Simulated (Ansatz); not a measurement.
**C2H6S2Si: two geometries relaxed**

Aim: relax the geometries before and after the shift of H11 from S5 to C3, and see whether they are two minima and how far apart in energy. SMILES of the start: C[SiH2]C(=S)S.

Method: RKS BHLYP/def2-SVP, in Ansatz 0.2.0.

### 1 The starting structure

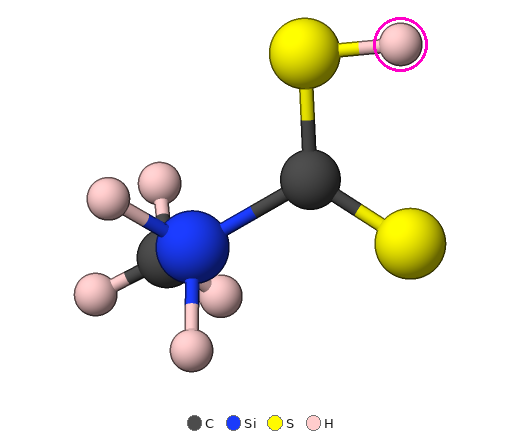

Start, viewed from a free direction; carbon dark grey, silicon blue, sulfur yellow, hydrogen pink. Ringed: H11.

As a file:

```xyz
11

C    -0.6331    1.3202    0.8457
Si    0.7100    0.2101    0.4260
C     0.1099   -1.2333   -0.6355
S    -0.3798   -2.5834    0.1349
S     0.2479   -1.0980   -2.3814
H    -1.1408    1.7794   -0.0773
H    -0.3011    2.2143    1.4334
H    -1.4222    0.8714    1.4010
H     1.3512   -0.2191    1.7401
H     1.7703    0.9942   -0.2553
H    -0.2470   -2.3128   -2.6112
```

### 2 End point A

Input file input.yaml:

```yaml
crystal:
  periodic: [false, false, false]
  atoms:
    - { symbol: C, position_ang: [-0.6331, 1.3202, 0.8457] }
    - { symbol: Si, position_ang: [0.71, 0.2101, 0.426] }
    - { symbol: C, position_ang: [0.1099, -1.2333, -0.6355] }
    - { symbol: S, position_ang: [-0.3798, -2.5834, 0.1349] }
    - { symbol: S, position_ang: [0.2479, -1.098, -2.3814] }
    - { symbol: H, position_ang: [-1.1408, 1.7794, -0.0773] }
    - { symbol: H, position_ang: [-0.3011, 2.2143, 1.4334] }
    - { symbol: H, position_ang: [-1.4222, 0.8714, 1.401] }
    - { symbol: H, position_ang: [1.3512, -0.2191, 1.7401] }
    - { symbol: H, position_ang: [1.7703, 0.9942, -0.2553] }
    - { symbol: H, position_ang: [-0.247, -2.3128, -2.6112] }
basis:
  gaussian: { orbitals: def2-SVP }
hamiltonian:
  xc: { name: BHLYP }
relax:
  f_tol: 0.02
  max_steps: 50
```

Launch:

```sh
$ ansatz run input.yaml --threads 2 --pin off --max-ram 3072MiB --backend cpu --events-out ev --progress --plain --runs-dir out
```

Standard output, cut to the lines that bear on the results:

```text
Warning: RAYON_NUM_THREADS=2 ignored (pool sized by the plan → 2); use --threads N
[...]
Functional definition: BHLYP
[...]
1179 factors; integrals over basis functions are off by at most 3.1e-4 eV
[...]
mean field -31707.23330167 eV, -1165.2193319019 hartree, gradient 5.5e-5 eV, S^2 0.000000; 0 other end points of the search recorded, 0 dependent functions left out
[...]
reference -31707.23347916 eV, -1165.2193384242 hartree; 32, 32 occupied and 80, 80 virtual orbitals, 1179 factors
relax step   1: F+E_penalty+E_count = -31707.23330167 eV  Δ(F+E_penalty+E_count) = +0.000e0 eV  max|allowed force component| = 3.141e0 eV/Å  Δτ_max = 0.0000 Å  (30 SCF iters, accepted)
[...]
relax step   4: F+E_penalty+E_count = -31707.51841966 eV  Δ(F+E_penalty+E_count) = -4.385e-2 eV  max|allowed force component| = 2.618e-1 eV/Å  Δτ_max = 0.1999 Å  (34 SCF iters, accepted)
[...]
relax step   7: F+E_penalty+E_count = -31707.54130033 eV  Δ(F+E_penalty+E_count) = -7.238e-4 eV  max|allowed force component| = 3.359e-1 eV/Å  Δτ_max = 0.1951 Å  (35 SCF iters, accepted)
[...]
relax step  10: F+E_penalty+E_count = -31707.55094296 eV  Δ(F+E_penalty+E_count) = +4.865e-4 eV  max|allowed force component| = 1.468e-1 eV/Å  Δτ_max = 0.1241 Å  (34 SCF iters, rejected (line search))
[...]
relax step  13: F+E_penalty+E_count = -31707.55256196 eV  Δ(F+E_penalty+E_count) = -1.692e-4 eV  max|allowed force component| = 2.111e-2 eV/Å  Δτ_max = 0.0127 Å  (30 SCF iters, accepted)
[...]
relax step  14: F+E_penalty+E_count = -31707.55259125 eV  Δ(F+E_penalty+E_count) = -2.930e-5 eV  max|allowed force component| = 1.134e-2 eV/Å  Δτ_max = 0.0040 Å  (27 SCF iters, accepted)
1179 factors; integrals over basis functions are off by at most 2.9e-4 eV
mean field -31707.55259125 eV, -1165.2310655775 hartree, gradient 2.5e-5 eV, S^2 0.000000; 1 other end points of the search recorded, 0 dependent functions left out
[...]
reference -31707.55277122 eV, -1165.2310721913 hartree; 32, 32 occupied and 80, 80 virtual orbitals, 1179 factors
Total energy: -31707.55277122 eV, -1165.2310721913 hartree
Atom 0 at    -0.683151     1.335328     0.974734 Å, force     0.001841     0.007113    -0.001003 eV/Å
Atom 1 at     0.737067     0.313717     0.326243 Å, force    -0.001760    -0.002864     0.003166 eV/Å
Atom 2 at     0.053004    -1.170986    -0.666414 Å, force     0.008885     0.005686    -0.011340 eV/Å
Atom 3 at    -1.085554    -2.112041     0.014087 Å, force    -0.003869    -0.003019     0.001615 eV/Å
Atom 4 at     0.742274    -1.400632    -2.239037 Å, force    -0.005511    -0.003030     0.008247 eV/Å
Atom 5 at    -1.251483     1.777467     0.151836 Å, force     0.001897    -0.002933     0.003195 eV/Å
Atom 6 at    -0.315600     2.144909     1.611972 Å, force    -0.001744    -0.002892    -0.002616 eV/Å
Atom 7 at    -1.357073     0.705899     1.560386 Å, force    -0.000250    -0.002005    -0.000229 eV/Å
Atom 8 at     1.554643    -0.253226     1.421774 Å, force    -0.000842     0.000962    -0.002760 eV/Å
Atom 9 at     1.617438     1.110609    -0.562834 Å, force     0.000072     0.000392     0.000263 eV/Å
Atom 10 at     0.053734    -2.508044    -2.572347 Å, force     0.001280     0.002588     0.001461 eV/Å
Dipole moment:     0.079734     0.196625    -0.125335 e Å
```

Run time: 35 s. Hardware: 2 threads of INTEL XEON PLATINUM 8581C at 2.10GHz (Emerald Rapids), shared host; peak memory 0.28 GiB.

Step by step:

| step | energy from step 1 (eV) | largest force component (eV/Å) |
| --- | --- | --- |
| 1 | 0.0000 | 3.1415 |
| 2 | -0.1408 | 1.7247 |
| 3 | -0.2413 | 0.9792 |
| 4 | -0.2851 | 0.2618 |
| 5 | -0.2994 | 0.0741 |
| 6 | -0.3073 | 0.0373 |
| 7 | -0.3080 | 0.3359 |
| 8 | -0.3167 | 0.0184 |
| 9 | -0.3181 | 0.0218 |
| 10x | -0.3176 | 0.1468 |
| 11 | -0.3183 | 0.0831 |
| 12 | -0.3191 | 0.0579 |
| 13 | -0.3193 | 0.0211 |
| 14 | -0.3193 | 0.0113 |

Step 1 is the start. 1 step was tried and not accepted (marked x).

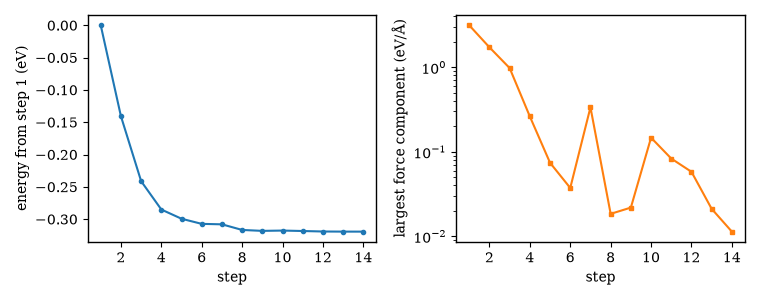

Energy and largest force along the relaxation.

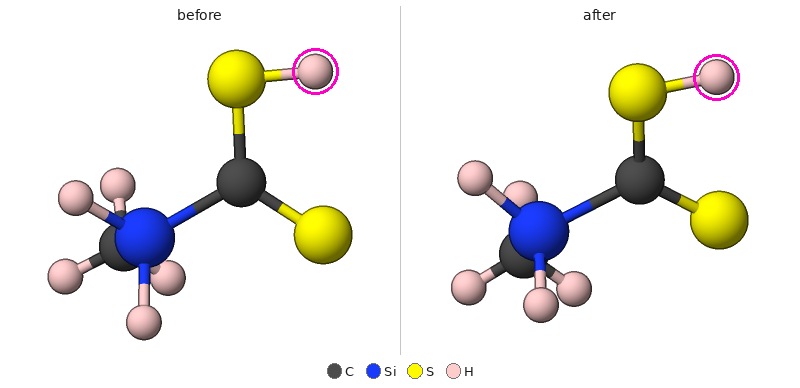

The structure before (left) and after (right), drawn at the same scale.

After: Bond lengths: C1–Si2 1.866 Å, Si2–C3 1.912 Å, C3–S4 1.626 Å, C3–S5 1.732 Å, C1–H6 1.093 Å, C1–H7 1.094 Å, C1–H8 1.092 Å, Si2–H9 1.480 Å, Si2–H10 1.483 Å, S5–H11 1.346 Å. Angles (14 of 16 angles, heavy atoms first): C1–Si2–C3 109.5°, Si2–C3–S4 118.8°, Si2–C3–S5 115.6°, S4–C3–S5 125.6°, C1–Si2–H9 111.9°, C1–Si2–H10 111.5°, C3–Si2–H9 106.5°, C3–Si2–H10 108.6°, Si2–C1–H6 110.8°, Si2–C1–H7 110.6°, Si2–C1–H8 109.9°, C3–S5–H11 97.5°, H9–Si2–H10 108.8°, H6–C1–H7 108.3°.

### 3 Relaxing end B

The second end starts from a geometry with the move made by hand.

input.yaml: that of step 2 with these lines changed.

```diff
@@ -13,3 +13,3 @@
     - { symbol: H, position_ang: [1.7703, 0.9942, -0.2553] }
-    - { symbol: H, position_ang: [-0.247, -2.3128, -2.6112] }
+    - { symbol: H, position_ang: [-0.69958, -1.52396, -1.30509] }
 basis:
@@ -21 +21,3 @@
   max_steps: 50
+output:
+  orbitals: {}
```

Launch:

```sh
$ ansatz run input.yaml --threads 2 --pin off --max-ram 3072MiB --backend cpu --events-out ev --progress --plain --runs-dir out
```

Standard output, cut to the lines that bear on the results:

```text
Warning: RAYON_NUM_THREADS=2 ignored (pool sized by the plan → 2); use --threads N
[...]
Functional definition: BHLYP
[...]
1175 factors; integrals over basis functions are off by at most 3.1e-4 eV
[...]
mean field -31704.17128515 eV, -1165.1068048700 hartree, gradient 5.8e-5 eV, S^2 0.000000; 0 other end points of the search recorded, 0 dependent functions left out
[...]
reference -31704.17145762 eV, -1165.1068112083 hartree; 32, 32 occupied and 80, 80 virtual orbitals, 1175 factors
relax step   1: F+E_penalty+E_count = -31704.17128515 eV  Δ(F+E_penalty+E_count) = +0.000e0 eV  max|allowed force component| = 4.242e0 eV/Å  Δτ_max = 0.0000 Å  (32 SCF iters, accepted)
[...]
relax step   4: F+E_penalty+E_count = -31705.82579179 eV  Δ(F+E_penalty+E_count) = -6.180e-1 eV  max|allowed force component| = 1.960e0 eV/Å  Δτ_max = 0.1949 Å  (36 SCF iters, accepted)
[...]
relax step   7: F+E_penalty+E_count = -31707.12537247 eV  Δ(F+E_penalty+E_count) = -2.892e-1 eV  max|allowed force component| = 7.014e-1 eV/Å  Δτ_max = 0.1947 Å  (37 SCF iters, accepted)
[...]
relax step  10: F+E_penalty+E_count = -31707.44507127 eV  Δ(F+E_penalty+E_count) = -8.203e-2 eV  max|allowed force component| = 4.111e-1 eV/Å  Δτ_max = 0.1995 Å  (35 SCF iters, accepted)
[...]
relax step  13: F+E_penalty+E_count = -31707.53237544 eV  Δ(F+E_penalty+E_count) = -1.295e-2 eV  max|allowed force component| = 1.671e-1 eV/Å  Δτ_max = 0.1946 Å  (34 SCF iters, accepted)
[...]
relax step  14: F+E_penalty+E_count = -31707.54005935 eV  Δ(F+E_penalty+E_count) = -7.684e-3 eV  max|allowed force component| = 1.426e-1 eV/Å  Δτ_max = 0.1416 Å  (35 SCF iters, accepted)
[...]
relax step  15: F+E_penalty+E_count = -31707.53057978 eV  Δ(F+E_penalty+E_count) = +9.480e-3 eV  max|allowed force component| = 5.345e-1 eV/Å  Δτ_max = 0.1915 Å  (34 SCF iters, rejected (line search))
[...]
1176 factors; integrals over basis functions are off by at most 8.1e-4 eV
```

### 4 The output, continued: end point B relaxed

The log, continued, cut to the lines that bear on the results:

```text
mean field -31707.54600063 eV, -1165.2308233765 hartree, gradient 1.8e-5 eV, S^2 0.000000; 0 other end points of the search recorded, 0 dependent functions left out
[...]
reference -31707.54617806 eV, -1165.2308298969 hartree; 32, 32 occupied and 80, 80 virtual orbitals, 1176 factors
relax step  16: F+E_penalty+E_count = -31707.54600063 eV  Δ(F+E_penalty+E_count) = -5.941e-3 eV  max|allowed force component| = 4.496e-2 eV/Å  Δτ_max = 0.0958 Å  (34 SCF iters, accepted)
[...]
relax step  18: F+E_penalty+E_count = -31707.54394675 eV  Δ(F+E_penalty+E_count) = +4.547e-3 eV  max|allowed force component| = 3.736e-1 eV/Å  Δτ_max = 0.1488 Å  (34 SCF iters, rejected (line search))
[...]
relax step  20: F+E_penalty+E_count = -31707.55146393 eV  Δ(F+E_penalty+E_count) = -1.158e-3 eV  max|allowed force component| = 9.093e-2 eV/Å  Δτ_max = 0.0720 Å  (36 SCF iters, accepted)
[...]
Atom 1 at     0.728813     0.366472     0.376826 Å, force    -0.000800     0.002553     0.001472 eV/Å
Atom 2 at    -0.081913    -1.098835    -0.546419 Å, force     0.000452    -0.004727    -0.012259 eV/Å
Atom 3 at    -1.194746    -1.997037     0.228456 Å, force     0.000784     0.001674     0.002462 eV/Å
Atom 4 at     0.473914    -1.362493    -2.165851 Å, force    -0.001769     0.002566     0.009012 eV/Å
Atom 5 at    -1.227267     1.883002     0.376120 Å, force     0.001818    -0.000373     0.001086 eV/Å
Atom 6 at    -0.153359     2.228797     1.743736 Å, force    -0.000601     0.000204     0.000072 eV/Å
Atom 7 at    -1.233263     0.818025     1.793206 Å, force     0.001697     0.001520    -0.001201 eV/Å
Atom 8 at     1.624770    -0.222792     1.396531 Å, force     0.000454    -0.000535     0.000388 eV/Å
Atom 9 at     1.548907     1.137199    -0.589611 Å, force    -0.000156     0.000003     0.000130 eV/Å
Atom 10 at    -0.274633    -2.448555    -2.432774 Å, force    -0.000017    -0.000757    -0.000910 eV/Å
Dipole moment:     0.076529     0.192012    -0.130788 e Å
```

Wall time 61 s (2 threads of INTEL XEON PLATINUM 8581C at 2.10GHz (Emerald Rapids), shared host); peak memory 0.28 GiB.

Step by step:

| step | energy from step 1 (eV) | largest force component (eV/Å) |
| --- | --- | --- |
| 1 | 0.0000 | 4.2415 |
| 2 | -0.6920 | 1.9549 |
| 3 | -1.0365 | 1.8883 |
| 4 | -1.6545 | 1.9595 |
| 5 | -2.2033 | 1.7082 |
| 6 | -2.6649 | 1.4047 |
| 7 | -2.9541 | 0.7014 |
| 8 | -3.0884 | 0.5699 |
| 9 | -3.1918 | 0.4607 |
| 10 | -3.2738 | 0.4111 |
| 11 | -3.3211 | 0.2598 |
| 12 | -3.3481 | 0.1218 |
| 13 | -3.3611 | 0.1671 |
| 14 | -3.3688 | 0.1426 |
| 15x | -3.3593 | 0.5345 |
| 16 | -3.3747 | 0.0450 |
| 17 | -3.3772 | 0.0985 |
| 18x | -3.3727 | 0.3736 |
| 19 | -3.3790 | 0.0466 |
| 20 | -3.3802 | 0.0909 |
| 21 | -3.3806 | 0.0772 |
| 22 | -3.3810 | 0.0609 |
| 23 | -3.3813 | 0.0309 |
| 24 | -3.3813 | 0.0237 |
| 25 | -3.3813 | 0.0123 |

Step 1 is the start. 2 steps were tried and not accepted (marked x).

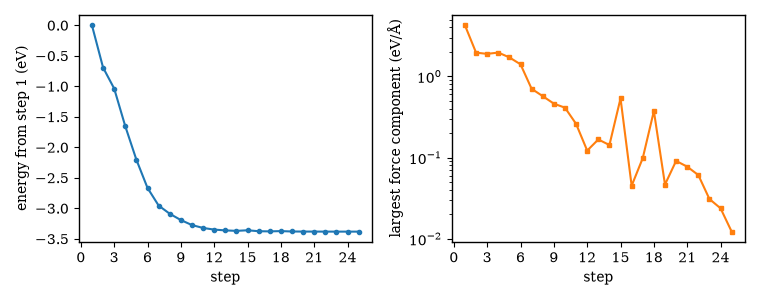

How energy and force went from step to step.

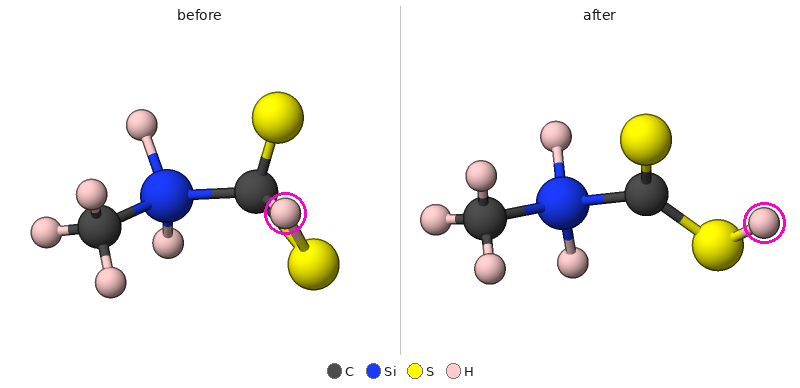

The structure before (left) and after (right), drawn at the same scale.

After: Bond lengths: C1–Si2 1.866 Å, Si2–C3 1.912 Å, C3–S4 1.627 Å, C3–S5 1.732 Å, C1–H6 1.093 Å, C1–H7 1.094 Å, C1–H8 1.093 Å, Si2–H9 1.480 Å, Si2–H10 1.483 Å, S5–H11 1.346 Å. Angles (14 of 16 angles, heavy atoms first): C1–Si2–C3 109.5°, Si2–C3–S4 118.9°, Si2–C3–S5 115.6°, S4–C3–S5 125.5°, C1–Si2–H9 111.9°, C1–Si2–H10 111.5°, C3–Si2–H9 106.5°, C3–Si2–H10 108.5°, Si2–C1–H6 110.8°, Si2–C1–H7 110.6°, Si2–C1–H8 109.9°, C3–S5–H11 97.5°, H9–Si2–H10 108.7°, H6–C1–H7 108.3°.

Pairs that crossed the distance rule for bonds on the way: moved apart C3–H11.

### 5 Results

```
                           quantity                     value
                              end A  12 moves, 0.319 eV lower
                              end B  22 moves, 3.381 eV lower
largest difference between the ends                    0.02 Å
            end B relative to end A                 -0.000 eV
```

**Reading.** The two relaxations end at one structure, within 0.02 Å: no second minimum was found from this start, which doesn't rule one out.
